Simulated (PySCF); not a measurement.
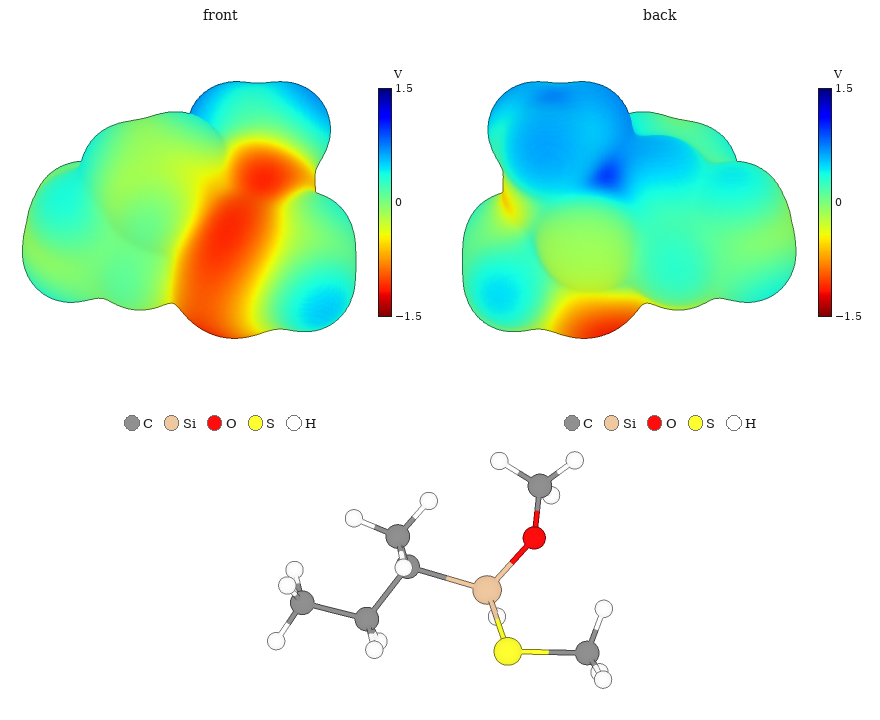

The picture shows: C6H16OSSi. The molecular electrostatic potential painted on the density surface at 0.001 e/bohr³, seen from the front and from behind; the colour scale runs from red (negative) to blue (positive). The bare structure is drawn below in the same view.

Geometry: GFN2-xTB.

All numbers below come from PBE0/pcSseg-1, SCF density, gas phase, non-relativistic (PySCF 2.14.0).

```yaml
atoms:
  - { symbol: C, position_ang: [3.3752, -0.4706, 0.5936] }
  - { symbol: C, position_ang: [1.8908, -0.8135, 0.6574] }
  - { symbol: C, position_ang: [0.9795, 0.2904, 0.1140] }
  - { symbol: C, position_ang: [1.2072, 0.5266, -1.3804] }
  - { symbol: Si, position_ang: [-0.8475, -0.1236, 0.4661] }
  - { symbol: O, position_ang: [-1.9063, 0.9581, -0.1269] }
  - { symbol: C, position_ang: [-2.0084, 2.3148, 0.1990] }
  - { symbol: S, position_ang: [-1.3597, -1.9231, -0.5613] }
  - { symbol: C, position_ang: [-3.1730, -1.8808, -0.4194] }
  - { symbol: H, position_ang: [3.9583, -1.2454, 1.0864] }
  - { symbol: H, position_ang: [3.5709, 0.4759, 1.0944] }
  - { symbol: H, position_ang: [3.7181, -0.3947, -0.4346] }
  - { symbol: H, position_ang: [1.6230, -1.0091, 1.6982] }
  - { symbol: H, position_ang: [1.7013, -1.7298, 0.0954] }
  - { symbol: H, position_ang: [1.2267, 1.2172, 0.6460] }
  - { symbol: H, position_ang: [0.5110, 1.2706, -1.7638] }
  - { symbol: H, position_ang: [2.2173, 0.8818, -1.5736] }
  - { symbol: H, position_ang: [1.0528, -0.3991, -1.9309] }
  - { symbol: H, position_ang: [-1.0734, -0.2952, 1.9065] }
  - { symbol: H, position_ang: [-2.7985, 2.7465, -0.4150] }
  - { symbol: H, position_ang: [-2.2603, 2.4372, 1.2541] }
  - { symbol: H, position_ang: [-1.0692, 2.8342, 0.0007] }
  - { symbol: H, position_ang: [-3.5540, -2.7055, -1.0115] }
  - { symbol: H, position_ang: [-3.5359, -0.9356, -0.8057] }
  - { symbol: H, position_ang: [-3.4568, -2.0030, 0.6207] }
```

**Where is the surface potential most negative and most positive?**

The most negative region (about −1.1 V, or −25 kcal/mol for a unit charge) lies over O6 and S8, the most positive (about +0.8 V, or +18 kcal/mol for a unit charge) over Si5 and C7.

**How polar is the molecule by this calculation?**

Its dipole moment is 2.40 D.
